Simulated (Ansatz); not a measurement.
**CH2NSn (SMILES N#[C][SnH2]) at UPBE0/def2-SVPD (core potential)**

What is the electronic atomisation energy of CH2NSn at UPBE0/def2-SVPD (core potential)? 

The results are computed with Ansatz 0.2.0.

60 further runs of the same task are left out: 60 set aside as unsound or not needed. Runs told in other sessions of the task aren't counted.

## Step 1: The molecule

CH2NSn has 5 atoms, charge 0, and is taken as a doublet. SMILES: `N#[C][SnH2]`. The coordinates come from a PBE0-D4/def2-TZVP relaxation.

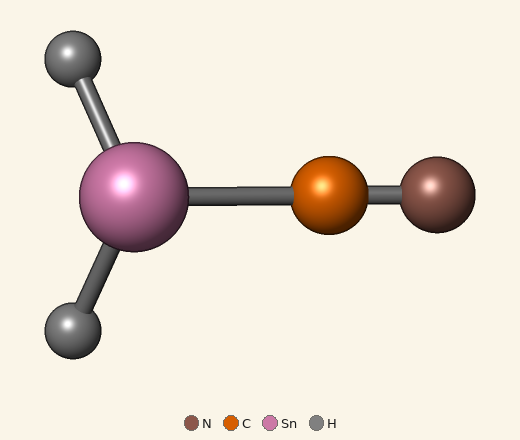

Viewed from a chosen angle; nitrogen brown, carbon orange, tin pink, hydrogen grey.

## Step 2: The energy at UPBE0/def2-SVPD (core potential)

input.yaml

```yaml
crystal:
  periodic: [false, false, false]
  atoms:
    - symbol: "N"
      position_ang: [0.833800, -1.535700, 1.665600]
    - symbol: C
      position_ang: [0.506000, -0.851500, 0.796000]
    - symbol: Sn
      position_ang: [0.009600, 0.331100, -0.886300]
    - symbol: H
      position_ang: [-1.648500, 0.038200, -1.184000]
    - symbol: H
      position_ang: [0.349000, 1.944400, -0.432600]
basis:
  gaussian:
    orbitals: def2-SVPD
magnetization:
  spin_polarized: true
  initial_magnetization: 1
hamiltonian:
  xc: {name: PBE0}
accuracy: high
output:
  orbitals: {seedname: orbitals}
```

Launch:

```bash
$ ansatz run input.yaml --threads 1 --pin off --max-ram 3480MiB --events-out events.jsonl --progress --plain --runs-dir runs
```

Output:

```text
Warning: RAYON_NUM_THREADS=1 ignored (pool sized by the plan → 1); use --threads N
Functional definition: PBE0
  name "PBE0"
  parameter a = 0.25
  parameter kappa = 0.804
  parameter beta = 0.06672455060314922
  exchange = (1 - a)*pbe_x(kappa = kappa, mu = beta*pi^2/3) + a*exact_x
  correlation = pbe_c(beta = beta)
1938 factors; integrals over basis functions are off by at most 2.8e-9 eV
mean field evaluation 1: about -8379.3958 eV, gradient 2.9e1 eV
mean field evaluation 2: about -8347.9678 eV, gradient 7.2e1 eV
mean field evaluation 4: about -8383.7132 eV, gradient 6.1e0 eV
mean field evaluation 8: about -8384.0461 eV, gradient 1.7e-1 eV
mean field evaluation 16: about -8384.0464 eV, gradient 7.7e-4 eV
mean field -8384.04641509 eV, -308.1080228438 hartree, gradient 3.0e-8 eV, S^2 0.752253; 0 other end points of the search recorded, 0 dependent functions left out
reference -8384.04641811 eV, -308.1080229547 hartree; 19, 18 occupied and 69, 70 virtual orbitals, 1938 factors
Total energy: -8384.04641811 eV, -308.1080229547 hartree
```

Wall time 11 s (1 thread of Arm Neoverse V2, shared host); peak memory 0.39 GiB.

## Step 3: The C atom, same level

run.yaml

```yaml
crystal:
  periodic: [false, false, false]
  atoms:
    - {symbol: C, position_ang: [0.000000, 0.000000, 0.000000]}
basis:
  gaussian:
    orbitals: def2-SVPD
magnetization:
  spin_polarized: true
  initial_magnetization: 2
hamiltonian:
  xc: {name: PBE0}
accuracy: high
```

Launch:

```bash
$ ansatz run run.yaml --threads 1 --pin off --max-ram 3480MiB --events-out events.jsonl --progress --plain --runs-dir runs
```

Output:

```text
Warning: RAYON_NUM_THREADS=1 ignored (pool sized by the plan → 1); use --threads N
[... 7 set-up lines as earlier in the session ...]
163 factors; integrals over basis functions are off by at most 3.2e-9 eV
mean field evaluation 1: about -1027.4619 eV, gradient 3.6e0 eV
mean field evaluation 2: about -1027.5357 eV, gradient 8.5e-1 eV
mean field evaluation 4: about -1027.5413 eV, gradient 2.5e-1 eV
mean field evaluation 8: about -1027.5418 eV, gradient 4.4e-5 eV
mean field -1027.54176421 eV, -37.7614633420 hartree, gradient 8.5e-8 eV, S^2 2.003766; 0 other end points of the search recorded, 0 dependent functions left out
reference -1027.54176588 eV, -37.7614634031 hartree; 4, 2 occupied and 16, 18 virtual orbitals, 163 factors
Total energy: -1027.54176588 eV, -37.7614634031 hartree
```

Run time: 0.24 s. Hardware: 1 thread of Arm Neoverse V2, shared host.

## Step 4: The H atom, same level

molecule.yaml

```yaml
crystal:
  periodic: [false, false, false]
  atoms:
    - symbol: H
      position_ang: [0.000000, 0.000000, 0.000000]
basis:
  gaussian: {orbitals: def2-SVPD}
magnetization: {spin_polarized: true, initial_magnetization: 1}
hamiltonian: {xc: pbe0}
accuracy: high
```

Launch:

```bash
$ ansatz run molecule.yaml --threads 1 --pin off --max-ram 3480MiB --events-out events.jsonl --progress --plain --runs-dir runs
```

Output:

```text
Warning: RAYON_NUM_THREADS=1 ignored (pool sized by the plan → 1); use --threads N
[... 7 set-up lines as earlier in the session ...]
33 factors; integrals over basis functions are off by at most 2.1e-9 eV
mean field evaluation 1: about -13.6122 eV, gradient 3.3e-1 eV
mean field evaluation 2: about -13.6136 eV, gradient 2.0e-2 eV
mean field evaluation 4: about -13.6136 eV, gradient 2.2e-5 eV
mean field evaluation 8: about -13.6136 eV, gradient 1.1e-8 eV
mean field -13.61360498 eV, -0.5002907553 hartree, gradient 1.1e-8 eV, S^2 0.750000; 0 other end points of the search recorded, 0 dependent functions left out
reference -13.61360633 eV, -0.5002908051 hartree; 1, 0 occupied and 7, 8 virtual orbitals, 33 factors
Total energy: -13.61360633 eV, -0.5002908051 hartree
```

Wall time 0.1 s (1 thread of Arm Neoverse V2, shared host).

## Step 5: The N atom at the same level

in.yaml

```yaml
basis:
  gaussian: {orbitals: def2-SVPD}
crystal:
  periodic: [false, false, false]
  atoms:
    - {symbol: "N", position_ang: [0.000000, 0.000000, 0.000000]}
magnetization: {spin_polarized: true, initial_magnetization: 3}
hamiltonian: {xc: {name: PBE0}}
accuracy: high
```

Run the same way, it converges to -54.47989 Eh (log not shown).

## Step 6: The Sn atom at the same level

in.yaml

```yaml
crystal:
  periodic: [false, false, false]
  atoms:
    - {symbol: Sn, position_ang: [0.000000, 0.000000, 0.000000]}
basis:
  gaussian:
    orbitals: def2-SVPD
total_charge: 0
magnetization:
  spin_polarized: true
  initial_magnetization: 2
hamiltonian:
  xc: {name: PBE0}
accuracy: high
```

Run the same way, it converges to -214.25458 Eh (log not shown).

## Step 7: Results

Level: UPBE0/def2-SVPD (core potential).

| quantity | value |
| --- | --- |
| molecule: total energy | -308.10802 Eh |
| molecule: HOMO energy (highest over α and β) | -7.05 eV |
| molecule: LUMO energy (lowest over α and β) | -3.99 eV |
| molecule: ⟨S²⟩ | 0.752 |
| C atom: total energy | -37.76146 Eh |
| C atom: ⟨S²⟩ | 2.004 |
| H atom: total energy | -0.50029 Eh |
| H atom: ⟨S²⟩ | 0.750 |
| N atom: total energy | -54.47989 Eh |
| N atom: ⟨S²⟩ | 3.753 |
| Sn atom: total energy | -214.25458 Eh |
| Sn atom: ⟨S²⟩ | 2.003 |
| electronic atomisation energy | 16.640 eV |

Taking the molecule apart into free atoms costs 16.64 eV (1605 kJ/mol), before zero-point energy and without spin-orbit coupling.
